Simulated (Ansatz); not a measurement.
# BrH4NSi···H2: what the fields show

Input

```
crystal:
  periodic: [false, false, false]
  atoms:
    - { symbol: Si, position_ang: [-0.350836, -0.496108, -0.645817] }
    - { symbol: Br, position_ang: [1.505424, 0.204254, -1.797678] }
    - { symbol: H, position_ang: [-0.734061, -1.785385, -1.278916] }
    - { symbol: H, position_ang: [-1.375274, 0.555321, -0.857832] }
    - { symbol: "N", position_ang: [-0.097099, -0.791478, 1.018885] }
    - { symbol: H, position_ang: [0.614092, 2.020299, 0.15944] }
    - { symbol: H, position_ang: [-0.030019, 1.987433, 0.439153] }
    - { symbol: H, position_ang: [0.130809, -0.034284, 1.652665] }
    - { symbol: H, position_ang: [0.336964, -1.660052, 1.3101] }
basis:
  gaussian: { orbitals: def2-SVP }
hamiltonian:
  xc: pbe0
  dispersion: d4
relax:
  f_tol: 0.03
  max_steps: 50
output:
  orbitals: {}
```

Run with:

```sh
ansatz run input.yaml --threads 2 --pin off --max-ram 3072MiB --backend cpu --events-out ev --progress --plain --runs-dir out
```

The fields are those of the run's last geometry, not of the input's.

All numbers below come from Ansatz 0.2.0, RKS PBE0-D4/def2-SVP.

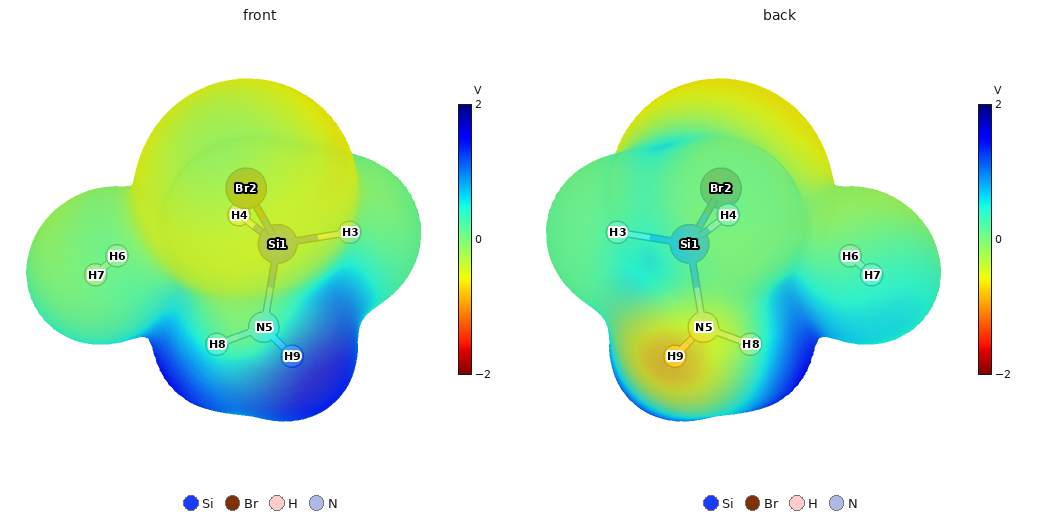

Figure 1. The molecular electrostatic potential painted on the density surface at 0.001 e/bohr³, seen from the front and from behind; the colour scale runs from red (negative) to blue (positive).

**Where is the surface potential most negative and most positive?**

The most negative region (about −0.7 V) lies over N5, the most positive (about +1.5 V) over H8 and H9.

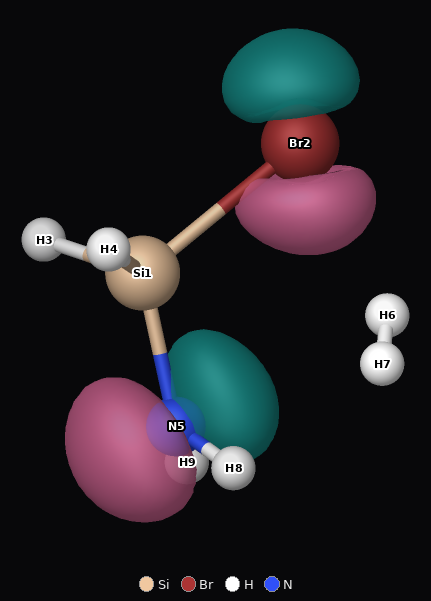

Figure 2. The HOMO at ±0.2 Å⁻³ᐟ² (teal and pink are the two phases), seen at an oblique angle.

**What is the character of this orbital?**

Its weight (Hirshfeld) is mainly on N5 (about 50 %) and Br2 (about 35 %); largely a combination of lone pairs on N5 and Br2. Its energy is −7.74 eV.

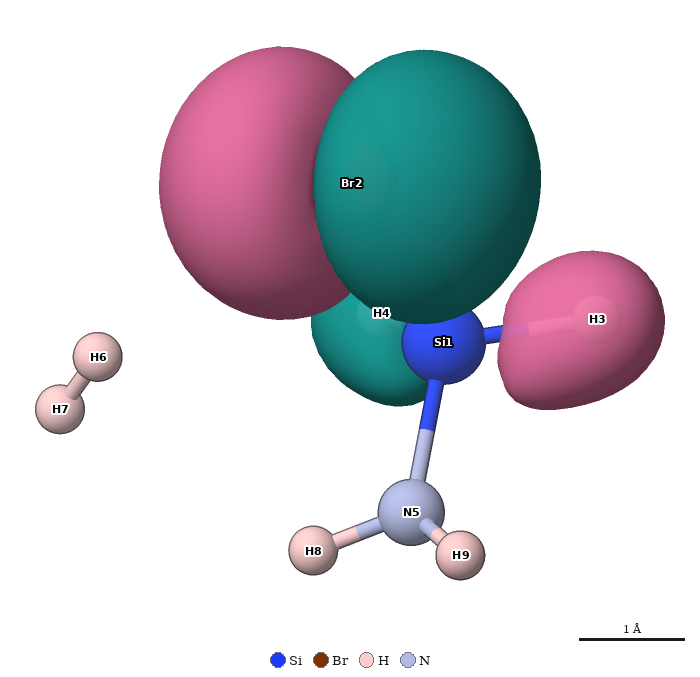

Figure 3. The HOMO−1 at ±0.1 Å⁻³ᐟ² (teal and pink are the two phases), seen across its widest extent.

**What is the character of this orbital?**

It lies mainly on Br2 (about 80 %); largely a lone pair of Br2. Its energy is −8.02 eV.
